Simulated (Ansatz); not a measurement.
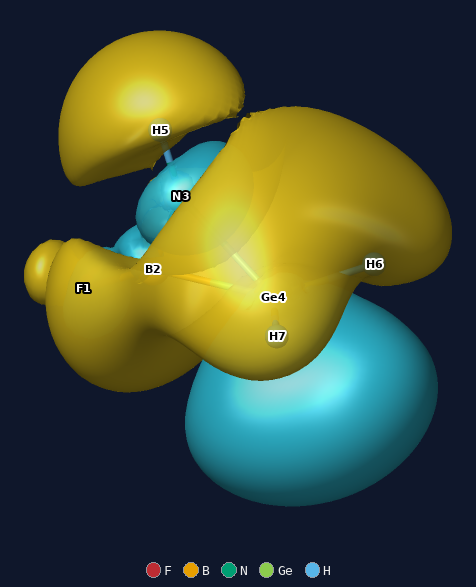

The picture shows: BFGeH$_{3}$N. One frontier orbital at ±0.05 Å⁻³ᐟ² (yellow and cyan are the two phases), seen at an oblique angle.

Method: RKS PBE0/def2-SVP (Ansatz 0.2.0).

```json
{"atom": "F", "x (Å)": "-1.0017", "y (Å)": "-2.2507", "z (Å)": "0.2120"}
{"atom": "B", "x (Å)": "-0.4436", "y (Å)": "-1.0596", "z (Å)": "0.1110"}
{"atom": "N", "x (Å)": "0.6198", "y (Å)": "-0.3748", "z (Å)": "0.6183"}
{"atom": "Ge", "x (Å)": "-0.2943", "y (Å)": "0.8098", "z (Å)": "-0.5975"}
{"atom": "H", "x (Å)": "1.3962", "y (Å)": "-0.4894", "z (Å)": "1.2604"}
{"atom": "H", "x (Å)": "-0.8258", "y (Å)": "2.0650", "z (Å)": "0.1218"}
{"atom": "H", "x (Å)": "0.6107", "y (Å)": "1.2316", "z (Å)": "-1.7717"}
```

### Which orbital is it: HOMO or LUMO?

The LUMO, at −0.42 eV. Its weight (Hirshfeld) is mainly on Ge4 (about 55 %), B2 (about 15 %) and N3 (about 10 %).
